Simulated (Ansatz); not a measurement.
**CH₈AsBSi: shape, modes and thermochemistry**

What shape does CH₈AsBSi take? The plan is to relax it, check the end point by its vibrations and derive ideal-gas thermochemistry, and look at its orbitals and charge.

Program: Ansatz 0.2.0, Gaussian basis. Level of theory: RKS PBE0-D4/def2-TZVP. These are calculated values, not measurements.

The runs, in order: relaxation at PBE-D4/def2-SVP; relaxation at PBE0-D4/def2-TZVP; harmonic vibrations at the same level; a single point in def2-TZVPP for the fields.

### 1 The system as given

SMILES `[SiH3]CB[AsH2]`, 12 atoms, charge 0, spin multiplicity 1.

Atoms are counted from 1 here; the program's logs count them from 0.

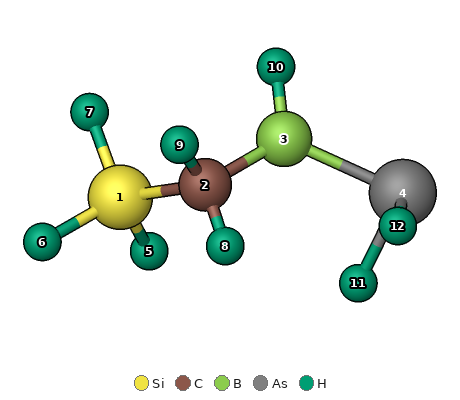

Start geometry, drawn with silicon yellow, carbon brown, boron green, arsenic grey, hydrogen teal; atoms are numbered from 1 in the order of the file.

Coordinates:

```
atom     x (Å)     y (Å)     z (Å)
 Si1  -0.87040   1.51480  -0.03900
  C2   0.11500   0.20760   0.71640
  B3   1.04640  -0.41370  -0.39540
 As4   0.99150  -2.37190  -0.90220
  H5  -1.72980   0.98740  -1.15600
  H6  -1.80390   2.15110   0.97120
  H7  -0.01510   2.61380  -0.58280
  H8  -0.51240  -0.55640   1.11990
  H9   0.73250   0.65340   1.58230
 H10   1.89080   0.26320  -0.88970
 H11  -0.64790  -2.27920  -1.00540
 H12   0.88020  -2.82520   0.61470
```

The start is a force-field geometry with small random shifts, so a cheaper pass at PBE-D4/def2-SVP comes first.

### 2 Geometry optimisation, PBE-D4/def2-SVP (cheap first pass)

in.yaml

```yaml
crystal:
  periodic: [false, false, false]
  atoms:
    - {symbol: Si, position_ang: [-0.870400, 1.514800, -0.039000]}
    - {symbol: C, position_ang: [0.115000, 0.207600, 0.716400]}
    - {symbol: B, position_ang: [1.046400, -0.413700, -0.395400]}
    - {symbol: As, position_ang: [0.991500, -2.371900, -0.902200]}
    - {symbol: H, position_ang: [-1.729800, 0.987400, -1.156000]}
    - {symbol: H, position_ang: [-1.803900, 2.151100, 0.971200]}
    - {symbol: H, position_ang: [-0.015100, 2.613800, -0.582800]}
    - {symbol: H, position_ang: [-0.512400, -0.556400, 1.119900]}
    - {symbol: H, position_ang: [0.732500, 0.653400, 1.582300]}
    - {symbol: H, position_ang: [1.890800, 0.263200, -0.889700]}
    - {symbol: H, position_ang: [-0.647900, -2.279200, -1.005400]}
    - {symbol: H, position_ang: [0.880200, -2.825200, 0.614700]}
basis:
  gaussian: {orbitals: def2-SVP}
hamiltonian: {xc: pbe, dispersion: d4}
relax: {f_tol: 0.03, max_steps: 200}
```

On the command line:

```sh
> ansatz run in.yaml --threads 4 --pin off --events-out ev --progress --plain --max-ram 10444MiB
```

What it wrote (excerpt; [...] marks lines left out):

```text
Functional definition: PBE
  name "PBE"
  cite "Perdew, Burke & Ernzerhof, Phys. Rev. Lett. 77, 3865 (1996) doi:10.1103/PhysRevLett.77.3865"
  parent pbe
[...]
1335 factors; their error is unknown
[...]
mean field -70534.03821740 eV, -2592.0780948011 hartree, gradient 4.3e-5 eV, S^2 0.000000; 0 other end points of the search recorded, 0 dependent functions left out
[...]
reference -70534.03825559 eV, -2592.0780962048 hartree; 33, 33 occupied and 85, 85 virtual orbitals, 1335 factors
relax step   1: F+E_penalty+E_count = -70534.31101741 eV  Δ(F+E_penalty+E_count) = +0.000e0 eV  max|allowed force component| = 2.566e0 eV/Å  Δτ_max = 0.0000 Å  (29 SCF iters, accepted)
[...]
relax step   5: F+E_penalty+E_count = -70534.65914238 eV  Δ(F+E_penalty+E_count) = -2.558e-2 eV  max|allowed force component| = 1.357e-1 eV/Å  Δτ_max = 0.0802 Å  (28 SCF iters, accepted)
[...]
relax step   9: F+E_penalty+E_count = -70534.72126801 eV  Δ(F+E_penalty+E_count) = -1.727e-2 eV  max|allowed force component| = 5.853e-1 eV/Å  Δτ_max = 0.1948 Å  (28 SCF iters, accepted)
[...]
relax step  13: F+E_penalty+E_count = -70534.87404342 eV  Δ(F+E_penalty+E_count) = -1.885e-2 eV  max|allowed force component| = 3.102e-1 eV/Å  Δτ_max = 0.2000 Å  (29 SCF iters, accepted)
[...]
1335 factors; their error is unknown
[...]
mean field -70534.64948178 eV, -2592.1005583529 hartree, gradient 1.6e-5 eV, S^2 0.000000; 1 other end points of the search recorded, 0 dependent functions left out
[...]
reference -70534.64951974 eV, -2592.1005597478 hartree; 33, 33 occupied and 85, 85 virtual orbitals, 1335 factors
Total energy: -70534.92355585 eV, -2592.1106303890 hartree
Atom 0 at    -0.877882     1.593507    -0.174021 Å, force     0.014061    -0.006817    -0.008513 eV/Å
Atom 1 at     0.027950     0.302909     0.914898 Å, force    -0.028383     0.016753     0.018610 eV/Å
Atom 2 at     0.967119    -0.509260    -0.011722 Å, force     0.000546     0.004568    -0.012094 eV/Å
Atom 3 at     0.350650    -2.079188    -1.130671 Å, force    -0.007787     0.017339     0.006428 eV/Å
Atom 4 at    -1.770991     0.896717    -1.164579 Å, force     0.008335     0.009333     0.013833 eV/Å
Atom 5 at    -1.721040     2.478475     0.706546 Å, force     0.009606    -0.009052    -0.010275 eV/Å
Atom 6 at     0.104433     2.450962    -0.924805 Å, force    -0.012776    -0.011278     0.012442 eV/Å
Atom 7 at    -0.781560    -0.279075     1.404256 Å, force     0.007581     0.004478    -0.003473 eV/Å
Atom 8 at     0.573259     0.904789     1.673269 Å, force    -0.004733    -0.006750    -0.008542 eV/Å
Atom 9 at     2.084205    -0.089961    -0.266652 Å, force    -0.006428    -0.002554    -0.005326 eV/Å
Atom 10 at    -0.488816    -2.799082    -0.065576 Å, force     0.010271     0.004589    -0.004416 eV/Å
Atom 11 at     1.609572    -2.925894    -0.926943 Å, force     0.009709    -0.020609     0.001326 eV/Å
Dipole moment:    -0.040871     0.058381     0.247511 e Å
```

It took 19 s on 4 threads of Intel Xeon 6975P-C, shared host.

Along the way:

```
step  energy from step 1 (eV)  largest force component (eV/Å)
   1                   0.0000                          2.5661
   2                  -0.2405                          1.3436
   3                  -0.3217                          0.5390
   4                  -0.3225                          0.7280
   5                  -0.3481                          0.1357
   6                  -0.3672                          0.1164
   7                  -0.3742                          0.0869
   8                  -0.3930                          0.2081
   9                  -0.4103                          0.5853
  10                  -0.4500                          0.7540
  11                  -0.5123                          0.3530
  12                  -0.5442                          0.3014
  13                  -0.5630                          0.3102
  14                  -0.5785                          0.4306
  15                  -0.5964                          0.1919
  16                  -0.6059                          0.1390
  17                  -0.6092                          0.1449
  18                  -0.6116                          0.0711
  19                  -0.6125                          0.0284
```

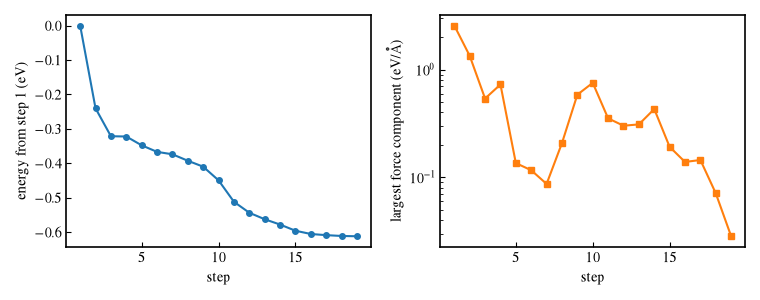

Energy and largest force along the relaxation.

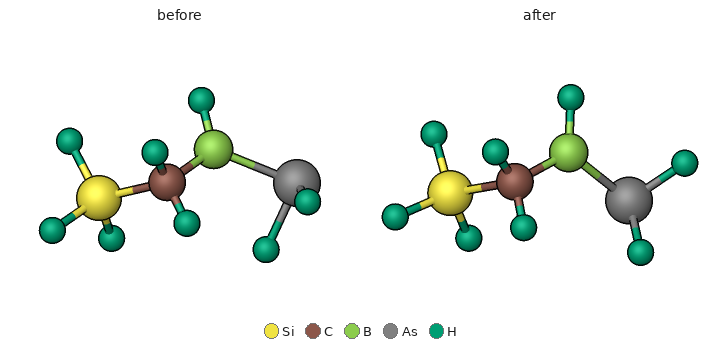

Before and after, at one scale.

Distances of close pairs at the start and the end, largest changes first:

```
   bond  before (Å)  after (Å)  change (Å)
 Si1–C2       1.803      1.916      +0.113
As4–H11       1.645      1.535      -0.110
As4–H12       1.587      1.531      -0.056
  C2–H8       1.068      1.111      +0.043
  C2–H9       1.153      1.111      -0.042
 B3–H10       1.190      1.220      +0.030
  C2–B3       1.578      1.549      -0.029
 Si1–H7       1.495      1.505      +0.010
```

### 3 Geometry optimisation, PBE0-D4/def2-TZVP

in.yaml

```yaml
crystal:
  periodic: [false, false, false]
  atoms:
    - {symbol: Si, position_ang: [-0.877882, 1.593507, -0.174021]}
    - {symbol: C, position_ang: [0.027950, 0.302909, 0.914898]}
    - {symbol: B, position_ang: [0.967119, -0.509260, -0.011722]}
    - {symbol: As, position_ang: [0.350650, -2.079188, -1.130671]}
    - {symbol: H, position_ang: [-1.770991, 0.896717, -1.164579]}
    - {symbol: H, position_ang: [-1.721040, 2.478475, 0.706546]}
    - {symbol: H, position_ang: [0.104433, 2.450962, -0.924805]}
    - {symbol: H, position_ang: [-0.781560, -0.279075, 1.404256]}
    - {symbol: H, position_ang: [0.573259, 0.904789, 1.673269]}
    - {symbol: H, position_ang: [2.084205, -0.089961, -0.266652]}
    - {symbol: H, position_ang: [-0.488816, -2.799082, -0.065576]}
    - {symbol: H, position_ang: [1.609572, -2.925894, -0.926943]}
basis:
  gaussian: {orbitals: def2-TZVP}
hamiltonian: {xc: pbe0, dispersion: d4}
relax: {f_tol: 0.005, max_steps: 150}
```

Same command.

What it wrote (excerpt; [...] marks lines left out):

```text
Functional definition: PBE0
  name "PBE0"
  cite "Adamo & Barone, J. Chem. Phys. 110, 6158 (1999) doi:10.1063/1.478522"
  cite "Perdew, Burke & Ernzerhof, Phys. Rev. Lett. 77, 3865 (1996) doi:10.1103/PhysRevLett.77.3865"
  parent pbe
[...]
1392 factors; their error is unknown
[...]
mean field -70550.03729703 eV, -2592.6660501330 hartree, gradient 3.5e-5 eV, S^2 0.000000; 0 other end points of the search recorded, 0 dependent functions left out
[...]
reference -70550.03733384 eV, -2592.6660514858 hartree; 33, 33 occupied and 162, 162 virtual orbitals, 1392 factors
relax step   1: F+E_penalty+E_count = -70550.27130135 eV  Δ(F+E_penalty+E_count) = +0.000e0 eV  max|allowed force component| = 4.376e-1 eV/Å  Δτ_max = 0.0000 Å  (27 SCF iters, accepted)
[...]
Atom 2 at     0.959263    -0.498324    -0.015514 Å, force    -0.000473    -0.000488    -0.003176 eV/Å
Atom 3 at     0.350488    -2.073696    -1.108160 Å, force     0.002663    -0.001793     0.002454 eV/Å
Atom 4 at    -1.756550     0.906415    -1.150277 Å, force    -0.000002     0.000406     0.000638 eV/Å
Atom 5 at    -1.696245     2.462851     0.701326 Å, force     0.000925    -0.000096     0.000062 eV/Å
Atom 6 at     0.105799     2.427848    -0.909472 Å, force    -0.000094    -0.000453     0.000051 eV/Å
Atom 7 at    -0.775721    -0.276860     1.376935 Å, force     0.000861     0.000164     0.000533 eV/Å
Atom 8 at     0.553469     0.890677     1.655704 Å, force     0.001130    -0.001052    -0.000686 eV/Å
Atom 9 at     2.055254    -0.082621    -0.264153 Å, force    -0.000762     0.000372     0.001388 eV/Å
Atom 10 at    -0.467646    -2.787787    -0.048981 Å, force     0.000191     0.000678    -0.000861 eV/Å
Atom 11 at     1.598951    -2.913324    -0.933986 Å, force    -0.000535     0.000189    -0.000564 eV/Å
Dipole moment:    -0.018122     0.065610     0.263243 e Å
```

It took 19 s on 4 threads of Intel Xeon 6975P-C, shared host; peak memory 0.61 GiB.

Relaxation path:

```
step  energy from step 1 (eV)  largest force component (eV/Å)
   1                   0.0000                          0.4376
   2                  -0.0339                          0.1370
   3                  -0.0364                          0.0779
   4                  -0.0369                          0.0317
   5                  -0.0370                          0.0215
   6                  -0.0371                          0.0090
   7                  -0.0371                          0.0046
```

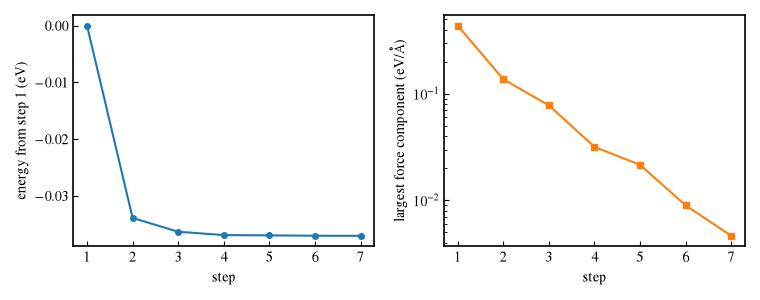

Energy and force, step by step.

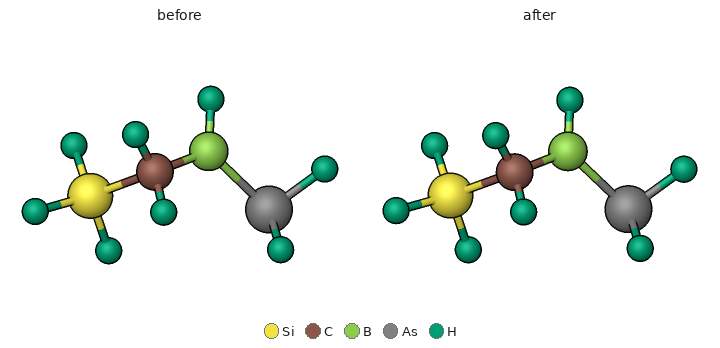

Before and after, at one scale.

Close pairs (by a distance rule), those that changed most:

```
   bond  before (Å)  after (Å)  change (Å)
 Si1–C2       1.916      1.894      -0.022
 B3–H10       1.220      1.198      -0.022
 Si1–H6       1.506      1.487      -0.020
 Si1–H5       1.505      1.486      -0.019
 Si1–H7       1.505      1.486      -0.019
As4–H11       1.535      1.517      -0.018
  C2–H8       1.111      1.094      -0.017
  C2–H9       1.111      1.095      -0.016
```

Mulliken charges at the end point, from the run's report:

```
atom  value (e)
 Si1       0.13
  C2      -0.32
  B3      -0.04
 As4      -0.15
  H5      -0.01
  H6      -0.02
  H7      -0.01
  H8       0.14
  H9       0.14
 H10       0.03
 H11       0.05
 H12       0.06
```

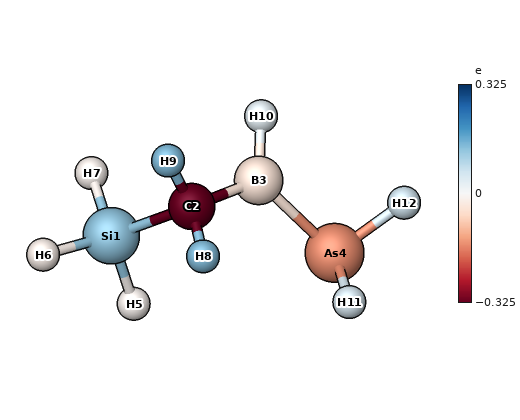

Mulliken charges at the end point, from the run's report, as colours on the atoms.

### 4 Harmonic vibrations

in.yaml

```yaml
crystal:
  periodic: [false, false, false]
  atoms:
    - {symbol: Si, position_ang: [-0.870550, 1.586323, -0.170505]}
    - {symbol: C, position_ang: [0.020386, 0.303398, 0.901083]}
    - {symbol: B, position_ang: [0.959263, -0.498324, -0.015514]}
    - {symbol: As, position_ang: [0.350488, -2.073696, -1.108160]}
    - {symbol: H, position_ang: [-1.756550, 0.906415, -1.150277]}
    - {symbol: H, position_ang: [-1.696245, 2.462851, 0.701326]}
    - {symbol: H, position_ang: [0.105799, 2.427848, -0.909472]}
    - {symbol: H, position_ang: [-0.775721, -0.276860, 1.376935]}
    - {symbol: H, position_ang: [0.553469, 0.890677, 1.655704]}
    - {symbol: H, position_ang: [2.055254, -0.082621, -0.264153]}
    - {symbol: H, position_ang: [-0.467646, -2.787787, -0.048981]}
    - {symbol: H, position_ang: [1.598951, -2.913324, -0.933986]}
basis:
  gaussian: {orbitals: def2-TZVP}
hamiltonian: {xc: pbe0, dispersion: d4}
phonons: {temperatures: {t_min: 298.15, t_max: 900, t_step: 200}}
```

Launched as before.

What it wrote (excerpt; [...] marks lines left out):

```text
Functional definition: PBE0
  name "PBE0"
  cite "Adamo & Barone, J. Chem. Phys. 110, 6158 (1999) doi:10.1063/1.478522"
  cite "Perdew, Burke & Ernzerhof, Phys. Rev. Lett. 77, 3865 (1996) doi:10.1103/PhysRevLett.77.3865"
  parent pbe
[...]
1392 factors; their error is unknown
[...]
mean field -70550.07308049 eV, -2592.6673651508 hartree, gradient 3.5e-5 eV, S^2 0.000000; 0 other end points of the search recorded, 0 dependent functions left out
[...]
reference -70550.07311705 eV, -2592.6673664945 hartree; 33, 33 occupied and 162, 162 virtual orbitals, 1392 factors
[...]
1392 factors; their error is unknown
mean field -70550.07296810 eV, -2592.6673610207 hartree, gradient 1.3e-6 eV, S^2 0.000000; 0 other end points of the search recorded, 0 dependent functions left out
[...]
reference -70550.07300466 eV, -2592.6673623642 hartree; 33, 33 occupied and 162, 162 virtual orbitals, 1392 factors
[...]
Atom 5 at    -1.696245     2.462851     0.701326 Å, force     0.000925    -0.000098     0.000060 eV/Å
Atom 6 at     0.105799     2.427848    -0.909472 Å, force    -0.000098    -0.000459     0.000055 eV/Å
Atom 7 at    -0.775721    -0.276860     1.376935 Å, force     0.000859     0.000164     0.000533 eV/Å
Atom 8 at     0.553469     0.890677     1.655704 Å, force     0.001125    -0.001052    -0.000689 eV/Å
Atom 9 at     2.055254    -0.082621    -0.264153 Å, force    -0.000781     0.000368     0.001392 eV/Å
Atom 10 at    -0.467646    -2.787787    -0.048981 Å, force     0.000192     0.000686    -0.000863 eV/Å
Atom 11 at     1.598951    -2.913324    -0.933986 Å, force    -0.000523     0.000182    -0.000563 eV/Å
Dipole moment:    -0.018121     0.065609     0.263243 e Å
Vibrations: 45.47 109.50 138.51 240.14 252.91 437.10 538.79 551.09 605.71 653.70 670.64 805.22 855.57 922.24 947.73 948.89 957.69 987.70 1015.66 1079.21 1173.02 1425.73 2223.16 2230.03 2232.20 2235.11 2251.63 2605.97 3054.78 3117.82 cm⁻¹, zero-point energy 2.189122 eV
```

It took 2 min on 4 threads of Intel Xeon 6975P-C, shared host; peak memory 0.63 GiB.

Motions are named by where the mode's potential energy lies. The modes, unscaled (a negative number is an imaginary wavenumber):

```
mode  cm⁻¹                  motion
   1    45                 torsion
   2   110                 torsion
   3   139       torsion with bend
   4   240                    bend
   5   253       torsion with bend
   6   437  bend with B–As stretch
   7   539  bend with B–As stretch
   8   551       bend with torsion
   9   606       bend with torsion
  10   654            Si–C stretch
  11   671                    bend
  12   805       torsion with bend
  13   856       torsion with bend
  14   922                    bend
  15   948       bend with torsion
  16   949       bend with torsion
  17   958                    bend
  18   988       bend with torsion
  19  1016       bend with torsion
  20  1079   bend with B–C stretch
  21  1173   bend with B–C stretch
  22  1426                    bend
  23  2223            Si–H stretch
  24  2230            As–H stretch
  25  2232            Si–H stretch
  26  2235            Si–H stretch
  27  2252            As–H stretch
  28  2606             B–H stretch
  29  3055             C–H stretch
  30  3118             C–H stretch
```

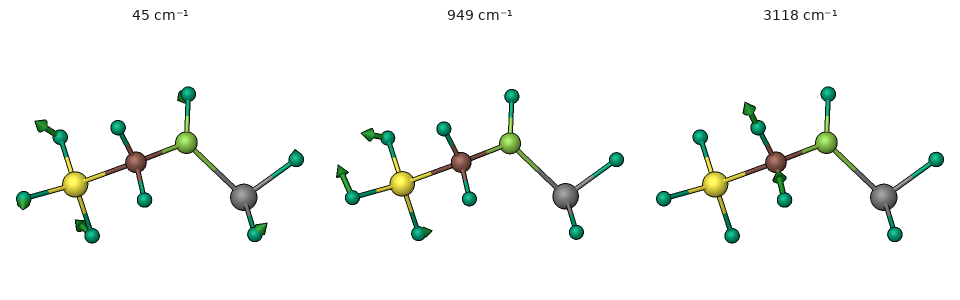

Displacements of 3 modes, as arrows.

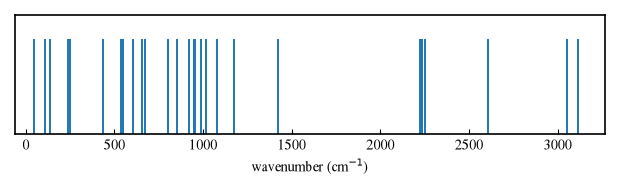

The harmonic wavenumbers as sticks (no intensities were computed).

Ideal gas, rigid rotor and harmonic oscillator at 298.15 K and 1 bar, with symmetry number 1:

```
                term            value
   zero-point energy     211.2 kJ/mol
          H(298) − E     233.6 kJ/mol
entropy, translation  169.9 J/(mol K)
   entropy, rotation  115.5 J/(mol K)
  entropy, vibration   79.0 J/(mol K)
      entropy, total  364.4 J/(mol K)
```

### 5 A single point for the fields

in.yaml, as its differences from that of step 4:

```diff
@@ -16,4 +16,4 @@
 basis:
-  gaussian: {orbitals: def2-TZVP}
+  gaussian: {orbitals: def2-TZVPP}
 hamiltonian: {xc: pbe0, dispersion: d4}
-phonons: {temperatures: {t_min: 298.15, t_max: 900, t_step: 200}}
+output: {orbitals: {seedname: orbitals}}
```

The command is unchanged.

What it wrote:

```text
Functional definition: PBE0
  name "PBE0"
  cite "Adamo & Barone, J. Chem. Phys. 110, 6158 (1999) doi:10.1063/1.478522"
  cite "Perdew, Burke & Ernzerhof, Phys. Rev. Lett. 77, 3865 (1996) doi:10.1103/PhysRevLett.77.3865"
  parent pbe
  parameter a = 0.25
  parameter kappa = 0.804
  parameter beta = 0.06672455060314922
  exchange = (1 - a)*pbe_x(kappa = kappa, mu = beta*pi^2/3) + a*exact_x
  correlation = pbe_c(beta = beta)
1535 factors; their error is unknown
mean field evaluation 1: about -70543.2833 eV, gradient 5.3e1 eV
mean field evaluation 2: about -70537.6989 eV, gradient 6.5e1 eV
mean field evaluation 4: about -70549.8515 eV, gradient 2.5e0 eV
mean field evaluation 8: about -70550.1240 eV, gradient 2.0e-1 eV
mean field -70550.12411849 eV, -2592.6692407627 hartree, gradient 6.1e-5 eV, S^2 0.000000; 0 other end points of the search recorded, 0 dependent functions left out
reference -70550.12415519 eV, -2592.6692421116 hartree; 33, 33 occupied and 231, 231 virtual orbitals, 1535 factors
Total energy: -70550.35944533 eV, -2592.6778888646 hartree
```

Run time: 2.2 s. Hardware: 4 threads of Intel Xeon 6975P-C, shared host; peak memory 0.77 GiB.

Orbitals, density, ELF and potential are computed afterwards from the orbital file.

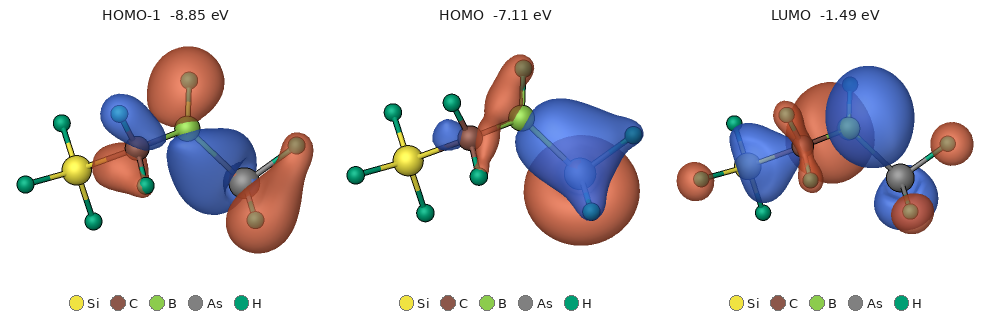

PBE0-D4/def2-TZVPP orbitals near the gap, drawn at the value that encloses 70 % of each; the two colours are the two signs.

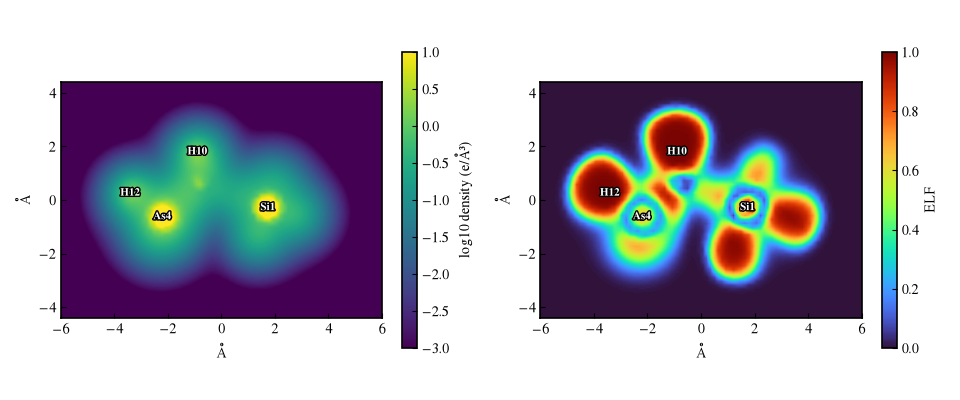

Density (left) and ELF (right) in a plane through or near 4 of the atoms.

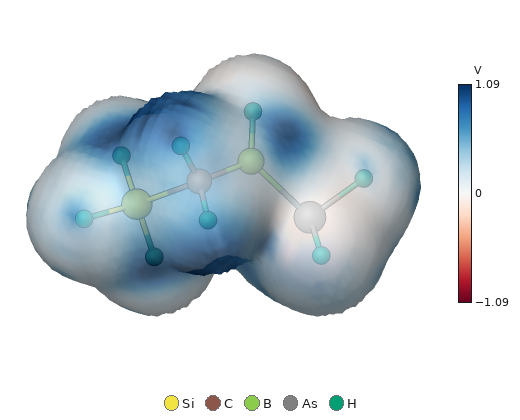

The potential that a unit positive charge feels on the 0.002 e/bohr³ surface, from the 1st to the 99th percentile, from -0.62 V near As4 to 1.09 V near H9.

### 6 Results

| quantity | value |
| --- | --- |
| point group | C1 |
| steps | 19 + 7 |
| shift from the start (rms) | 0.711 Å |
| total energy | -70550.3084 eV |
| dispersion term | -235 meV |
| dipole moment | 1.31 D |
| lowest, highest wavenumber | 45, 3118 cm⁻¹ |
| zero-point energy | 211.2 kJ/mol |
| entropy at 298.15 K | 364.4 J/(mol K) |
| HOMO, LUMO | -7.11, -1.49 eV |

What this shows: The atoms moved 0.71 Å (rms) from the start; the bond that changed most is As4–H11, from 1.645 to 1.517 Å. No mode is imaginary: a true minimum at this level. The stiffest mode, 3118 cm⁻¹, is a C–H stretch, and 3 modes under 200 cm⁻¹ make the vibrational entropy uncertain. Harmonic hybrid wavenumbers usually lie a few per cent above measured fundamentals. The largest Mulliken charge, -0.32 e, sits on C2. The HOMO lies mostly on As4 57 %; B3 15 % and the LUMO on B3 48 %; H10 12 %.
